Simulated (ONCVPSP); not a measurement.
Pseudopotential generation for Ru

System: ruthenium (Ru, Z = 44), core [Ar] 3d10, reference valence 4s2 4p6 4d7 5p1, valence charge 16.
Method: ONCV potential, PBEsol, scalar-relativistic, made with ONCVPSP 4.0.1.

Summary:

- outcome: generated
- cutoffs needed: 28 Ha and 69 Ha (the cutoffs at which the residual kinetic energy of the hardest occupied pseudo-wave falls to 1 and 0.1 mHa per electron)
- ghost test: no bound ghost flagged; GHOST(+) flagged for s at 263.7 eV
- largest excitation error: -1.5 meV (all-electron minus pseudo) for 4s2 4p6 4d8 5p0, out of 4 test configurations
- range over which the phases arctan(r R′/R) at the test radius agree within 0.05 rad (a looser test near the poles than one of phase shifts): s: over the whole range computed; p: over the whole range computed; d: over the whole range computed; f: not judged, local potential alone
- hardware: 1 CPU thread, shared host
- wall time: 8.4 s

Notes:

Warnings of the program, in the generation or the tests: wellstate: negative energy specified for n= 5 l= 0.

The input:
```
# ATOM AND REFERENCE CONFIGURATION
# atsym  z   nc   nv     iexc    psfile
  Ru 44.00    6    4  -116133      upf
#
#   n    l    f
    1    0    2.00
    2    0    2.00
    2    1    6.00
    3    0    2.00
    3    1    6.00
    3    2   10.00
    4    0    2.00
    4    1    6.00
    4    2    7.00
    5    1    1.00
#
# PSEUDOPOTENTIAL AND OPTIMIZATION
# lmax
    2
#
#   l,   rc,      ep,       ncon, nbas, qcut
    0    1.25    0.00    4    7    7.70
    1    2.00    0.00    4    8    8.30
    2    1.65    0.00    3    8    9.50
#
# LOCAL POTENTIAL
# lloc, lpopt,  rc(5),   dvloc0
    4    3    0.95    0.00
#
# VANDERBILT-KLEINMAN-BYLANDER PROJECTORs
# l, nproj, debl
    0    2    1.80
    1    2    3.50
    2    2    2.20
#
# MODEL CORE CHARGE
# icmod, fcfact, rcfact
    0    0.00    0.00
#
# LOG DERIVATIVE ANALYSIS
# epsh1, epsh2, depsh
   -4.00    5.00    0.02
#
# OUTPUT GRID
# rlmax, drl
    6.00    0.01
#
# TEST CONFIGURATIONS
# ncnf
    4
# nvcnf
#   n    l    f
    5
    4    0    2.00
    4    1    6.00
    4    2    7.00
    5    1    0.00
    5    0    1.00
#
    4
    4    0    2.00
    4    1    6.00
    4    2    7.00
    5    1    0.00
#
    4
    4    0    2.00
    4    1    6.00
    4    2    6.00
    5    1    0.00
#
    4
    4    0    2.00
    4    1    6.00
    4    2    8.00
    5    1    0.00
#
```

Command:
```bash
oncvpsp.x < Ru.dat > Ru.out
```

The program's output (extracts):
```
ONCVPSP  (Optimized Norm-Conservinng Vanderbilt PSeudopotential)
scalar-relativistic version 4.0.1

#   n    l    f        energy (Ha)
    1    0    2.00    -8.0576968E+02
    2    0    2.00    -1.1590880E+02
    2    1    6.00    -1.0383546E+02
    3    0    2.00    -2.0449341E+01
    3    1    6.00    -1.6482528E+01
    3    2   10.00    -1.0094611E+01
    4    0    2.00    -2.8641184E+00
    4    1    6.00    -1.7645929E+00
    4    2    7.00    -2.4914689E-01
    5    1    1.00    -6.3163180E-02

Reference configufation results
  iterations    33
  all-electron total energy (Ha)   -4.52830433D+03

Begin loop to  construct optimized pseudo wave functions
and semi-local pseudopoentials for all angular momenta

WARNING wellstate: negative energy specified for n= 5 l=  0
WARNING scattering state with energy  0.25000000
WARNING will be used for the first projector

   Wellstate for l =  0  n =  6
     eigenvalue =   0.2500
     asymptotic potential =   0.7500
     half-point radius =  7.5703

Calculating optimized projector #   1

 for l=   0

    Fraction of norm inside rc  0.771393
    Optimizing pswf for qcut=   7.68 a_B^-1,  ecut=  29.53 Ha
    Residual kinetic energy error=  6.31D-04 Ha

    Energy error per electron        Cutoff
         Ha          eV             Ha
         0.01000     0.27211       22.54
         0.00100     0.02721       28.29
         0.00010     0.00272       68.97
         0.00001     0.00027       85.69

Calculating optimized projector #   2

 for l=   0

    Fraction of norm inside rc  0.020848
    Optimizing pswf for qcut=   7.68 a_B^-1,  ecut=  29.53 Ha
    Residual kinetic energy error=  9.95D-05 Ha

    Energy error per electron        Cutoff
         Ha          eV             Ha
         0.01000     0.27211       15.88
         0.00100     0.02721       23.61
         0.00010     0.00272       29.76
         0.00001     0.00027       52.25

Calculating optimized projector #   1

 for l=   1

    Fraction of norm inside rc  0.966192
    Optimizing pswf for qcut=   8.29 a_B^-1,  ecut=  34.36 Ha
    Residual kinetic energy error=  4.24D-09 Ha

    Energy error per electron        Cutoff
         Ha          eV             Ha
         0.01000     0.27211       12.47
         0.00100     0.02721       16.34
         0.00010     0.00272       19.93
         0.00001     0.00027       23.18

Calculating optimized projector #   2

 for l=   1

    Fraction of norm inside rc  0.031366
    Optimizing pswf for qcut=   8.29 a_B^-1,  ecut=  34.36 Ha
    Residual kinetic energy error=  1.15D-09 Ha

    Energy error per electron        Cutoff
         Ha          eV             Ha
         0.01000     0.27211        7.29
         0.00100     0.02721       11.32
         0.00010     0.00272       14.82
         0.00001     0.00027       17.70

   Wellstate for l =  2  n =  6
     eigenvalue =   1.9509
     asymptotic potential =   2.4509
     half-point radius =  3.8902

Calculating optimized projector #   1

 for l=   2

    Fraction of norm inside rc  0.578486
    Optimizing pswf for qcut=   9.49 a_B^-1,  ecut=  45.03 Ha
    Residual kinetic energy error=  1.11D-08 Ha

    Energy error per electron        Cutoff
         Ha          eV             Ha
         0.01000     0.27211       19.11
         0.00100     0.02721       25.44
         0.00010     0.00272       30.82
         0.00001     0.00027       35.47

Calculating optimized projector #   2

 for l=   2

    Fraction of norm inside rc  0.087756
    Optimizing pswf for qcut=   9.49 a_B^-1,  ecut=  45.03 Ha
    Residual kinetic energy error=  3.80D-08 Ha

    Energy error per electron        Cutoff
         Ha          eV             Ha
         0.01000     0.27211       18.87
         0.00100     0.02721       25.65
         0.00010     0.00272       31.54
         0.00001     0.00027       36.52

Construct Vanderbilt / Kleinmman-Bylander projectors

B matrix Hermiticity error, ll=   0
   1   2   -2.6915E-04

  Orthonormal projector coefficients  1.7163E+01  2.3721E+00

B matrix Hermiticity error, ll=   1
   1   2    9.5241E-05

  Orthonormal projector coefficients  7.4763E+00  1.0170E+00

B matrix Hermiticity error, ll=   2
   1   2   -1.9756E-04

  Orthonormal projector coefficients  4.1620E+00  6.9754E-01

Pseudoatom total energy  -94.798398

Diagnostic tests using Vanderbilt-Kleinman-Bylander pseudopotentials
  1 or more projectors used as specified by nproj input data

   l    rcore       rmatch      e in        delta e   norm test  slope test

   0   1.2537124   1.2917778  -2.8641184  -0.0000210   1.0001725   1.0001924
   0   1.2537124   1.2917778   0.2500000   0.0000167   1.0004842   1.0004842

   1   2.0111218   2.0721839  -1.7645929   0.0000012   1.0001424   1.0001376
   1   2.0111218   2.0721839  -0.0631632   0.0000013   1.0000274   1.0000221

   2   1.6508401   1.7009632  -0.2491469  -0.0000004   1.0000729   1.0000811
   2   1.6508401   1.7009632   1.9508531   0.0000297   1.0002863   1.0002863

 Testing for bound ghosts
   n   l    E NL Schr. Eq   E Basis Diag.   E Cutoff

   1   0       -2.864139       -2.864087    120.05

   2   1       -1.764592       -1.764588     75.40
   3   1       -0.063162        0.007516     75.40

   3   2       -0.249147       -0.244367    126.30

 Testing for highly-localized positive-energy ghosts
       l    <radius>/rc     E Basis Diag.   E Cutoff

       0        0.664721        9.692474    120.05  WARNING - GHOST(+)

Test configuration 0

   n   l     f        eae           eps        diff
   1   0  2.0000 -805.76967569
   2   0  2.0000 -115.90880236
   2   1  6.0000 -103.83546121
   3   0  2.0000  -20.44934054
   3   1  6.0000  -16.48252830
   3   2 10.0000  -10.09461053
   4   0  2.0000   -2.86411842   -2.86413941   -2.10D-05
   4   1  6.0000   -1.76459287   -1.76459167    1.20D-06
   4   2  7.0000   -0.24914689   -0.24914731   -4.22D-07
   5   1  1.0000   -0.06316318   -0.06316188    1.30D-06

    Total energies and differences
      AE_ref= -4.52830433D+03  AE_tst= -4.52830433D+03  dif=  0.00D+00
      PS_ref= -9.47983983D+01  PS_tst= -9.47983983D+01  dif=  7.11D-14
      PSP excitation error= -7.11D-14

Test configuration 1

   n   l     f        eae           eps        diff
   1   0  2.0000 -805.71098883
   2   0  2.0000 -115.85218642
   2   1  6.0000 -103.77877074
   3   0  2.0000  -20.39179182
   3   1  6.0000  -16.42499615
   3   2 10.0000  -10.03727010
   4   0  2.0000   -2.80453396   -2.80451132    2.26D-05
   4   1  6.0000   -1.70443252   -1.70448642   -5.39D-05
   4   2  7.0000   -0.19171719   -0.19171867   -1.48D-06
   5   0  1.0000   -0.15687351   -0.15686694    6.57D-06

    Total energies and differences
      AE_ref= -4.52830433D+03  AE_tst= -4.52843367D+03  dif= -1.29D-01
      PS_ref= -9.47983983D+01  PS_tst= -9.49277591D+01  dif= -1.29D-01
      PSP excitation error=  1.71D-05

Test configuration 2

   n   l     f        eae           eps        diff
   1   0  2.0000 -805.98174450
   2   0  2.0000 -116.11875702
   2   1  6.0000 -104.04560019
   3   0  2.0000  -20.65969562
   3   1  6.0000  -16.69288633
   3   2 10.0000  -10.30480825
   4   0  2.0000   -3.07605789   -3.07623978   -1.82D-04
   4   1  6.0000   -1.97731594   -1.97739070   -7.48D-05
   4   2  7.0000   -0.46107789   -0.46107760    2.84D-07

    Total energies and differences
      AE_ref= -4.52830433D+03  AE_tst= -4.52816542D+03  dif=  1.39D-01
      PS_ref= -9.47983983D+01  PS_tst= -9.46594586D+01  dif=  1.39D-01
      PSP excitation error= -2.95D-05

Test configuration 3

   n   l     f        eae           eps        diff
   1   0  2.0000 -806.45829341
   2   0  2.0000 -116.59952422
   2   1  6.0000 -104.52604996
   3   0  2.0000  -21.13820507
   3   1  6.0000  -17.17139138
   3   2 10.0000  -10.78377648
   4   0  2.0000   -3.54358226   -3.54335613    2.26D-04
   4   1  6.0000   -2.43864784   -2.43868128   -3.34D-05
   4   2  6.0000   -0.88673808   -0.88670975    2.83D-05

    Total energies and differences
      AE_ref= -4.52830433D+03  AE_tst= -4.52749715D+03  dif=  8.07D-01
      PS_ref= -9.47983983D+01  PS_tst= -9.39911650D+01  dif=  8.07D-01
      PSP excitation error= -4.79D-05

Test configuration 4

   n   l     f        eae           eps        diff
   1   0  2.0000 -805.60851733
   2   0  2.0000 -115.74363944
   2   1  6.0000 -103.67067328
   3   0  2.0000  -20.28422176
   3   1  6.0000  -16.31740795
   3   2 10.0000   -9.92924458
   4   0  2.0000   -2.70198333   -2.70231077   -3.27D-04
   4   1  6.0000   -1.60592268   -1.60611111   -1.88D-04
   4   2  8.0000   -0.11590656   -0.11588474    2.18D-05

    Total energies and differences
      AE_ref= -4.52830433D+03  AE_tst= -4.52844582D+03  dif= -1.41D-01
      PS_ref= -9.47983983D+01  PS_tst= -9.49398314D+01  dif= -1.41D-01
      PSP excitation error= -5.46D-05
```

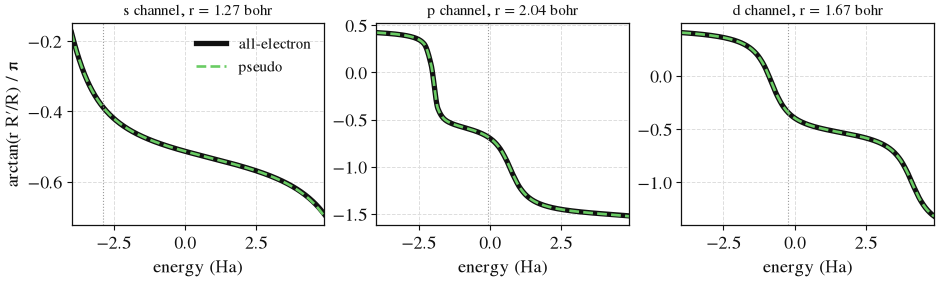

Fig. 1: Unwrapped phase arctan(r R′/R) in units of π against energy, all-electron (solid) and pseudo (dashed); the pseudo phase is matched to the all-electron one at the reference energy. Here R(r) is the radial function. The dotted line marks the reference energy of the channel. Not drawn: f: not judged.

- Range over which the phases agree within 0.05 rad: s: over the whole range drawn; p: over the whole range drawn; d: over the whole range drawn.
- Ghost states: the plot shows none: the two phases stay within 0.02 rad of each other in all channels drawn. The separate test gives: no bound ghost flagged; GHOST(+) flagged for s at 263.7 eV.
- Poles, where the radial function vanishes at the test radius: s: all-electron at -0.6 Ha, pseudo at -0.6 Ha; p: all-electron at -1.6 and 4.0 Ha, pseudo at -1.6 and 4.0 Ha; d: all-electron at 1.0 Ha, pseudo at 1.0 Ha.

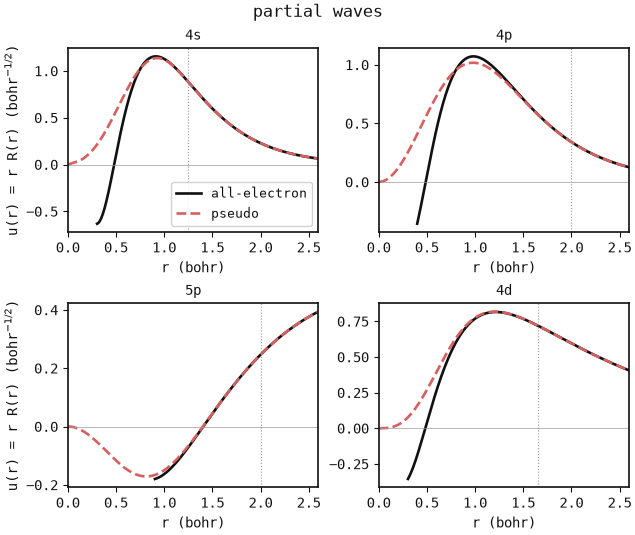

Fig. 2: Partial waves u(r) = r R(r), all-electron (solid) and pseudo (dashed). Dotted lines mark the matching radii. The innermost oscillations of some all-electron curves aren't drawn. Pseudo-waves: 4s has no node; 4p has no node; 5p has a node at about 1.4 bohr; 4d has no node. A node in 5p is expected, since a lower shell of the same l is also in the valence and the two must stay orthogonal.

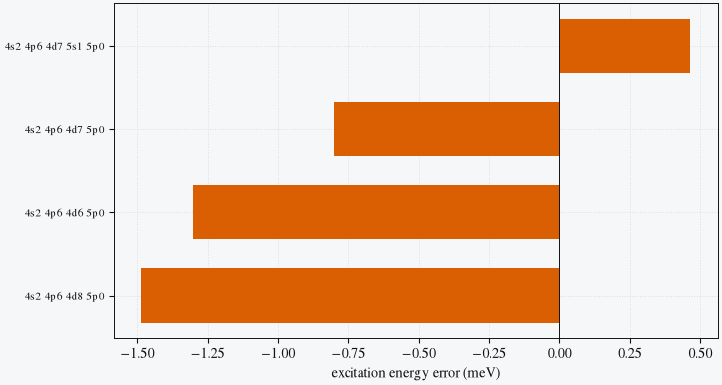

Fig. 3: Errors, all-electron minus pseudo, of the energies of valence configurations relative to the unpolarised reference 4s2 4p6 4d7 5p1.

- Worst configuration: 4s2 4p6 4d8 5p0 (neutral): the error is -1.5 meV on an all-electron energy of -3.85 eV relative to the reference, or 0.039 %.
- Configurations within 10 meV and within 50 meV: 4 and 4 of 4.
- Errors in meV: 4s2 4p6 4d7 5s1 5p0: +0.5; 4s2 4p6 4d7 5p0: -0.8; 4s2 4p6 4d6 5p0: -1.3; 4s2 4p6 4d8 5p0: -1.5.

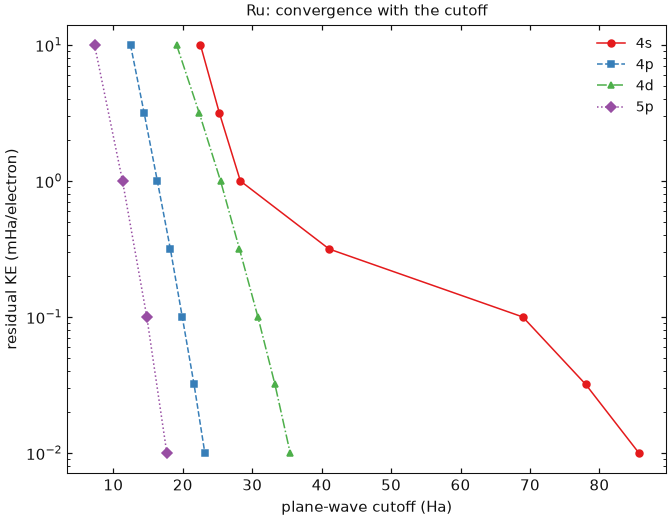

Fig. 4: Residual kinetic energy of the pseudo-waves (the first of each channel, and further valence shells) beyond the plane-wave cutoff, as the generator prints it.

- Cutoffs for the occupied states: 28 Ha for 1 mHa and 69 Ha for 0.1 mHa per electron. The first is set by 4s.
- Cutoffs for 1 mHa per electron: 4s: 28 Ha; 4d: 25 Ha; 4p: 16 Ha; 5p: 11 Ha.

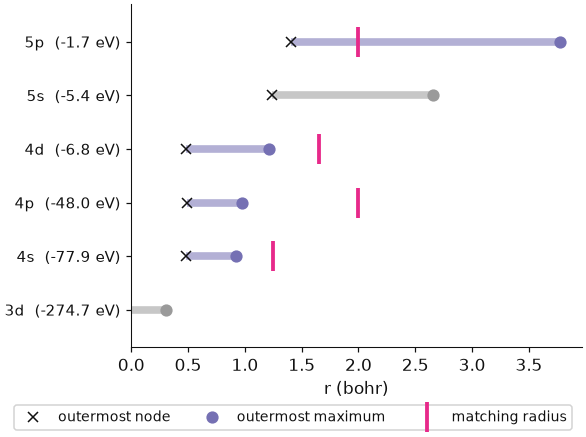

Fig. 5: Outer shells of the all-electron reference atom: each bar runs from the outermost node (or the nucleus) to the outermost maximum of u(r); the tick is the radius chosen for the pseudo-wave. Shells without a tick have no pseudo-wave of their own. Levels, nodes and maxima are from ld1.x, scalar-relativistic.

- Radii against the shells: 4s: 1.25 bohr, outside the maximum; 4p: 2.00 bohr, outside the maximum; 4d: 1.65 bohr, outside the maximum; 5p: 2.00 bohr, between node and maximum.
